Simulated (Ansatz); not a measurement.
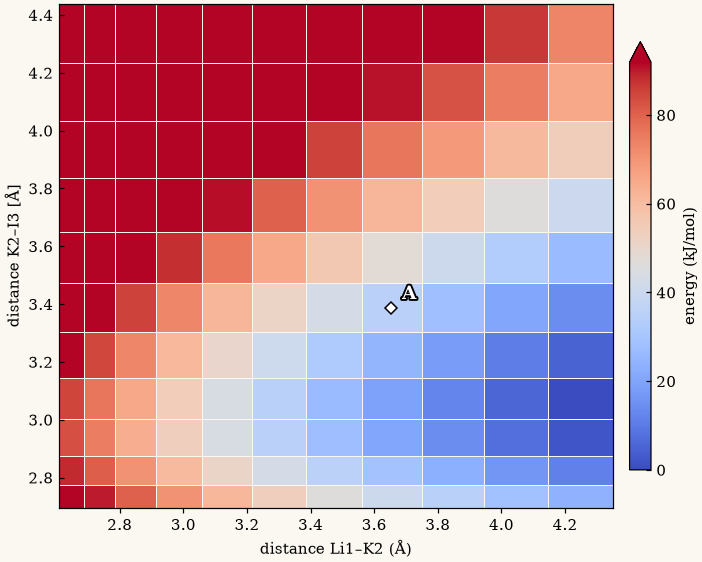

The system Li⁺ + KI. 
- The first coordinate is: distance Li1–K2; the second: distance K2–I3.
- Nothing is relaxed (the angle Li1–K2–I3 is fixed at 180 degrees).
- The grid has 11 × 11 points.
- Energies: kJ/mol, counted from the lowest grid point.
- The D4 coefficients can switch as the alkali atoms part, which puts small steps into the map.
- All numbers below come from RKS PBE0-D4/def2-SVPD in Ansatz.

The picture shows one coloured cell a grid point, one colour for all values above the top of the scale, the point A.

Is A at rest? If not, where is it pushed?

Answer. A, at distance Li1–K2 = 3.654 Å, distance K2–I3 = 3.386 Å, is not a stationary point. The computed force is 40 kJ/mol for each Å towards larger values of distance Li1–K2 and 71 kJ/mol for each Å towards smaller values of distance K2–I3.
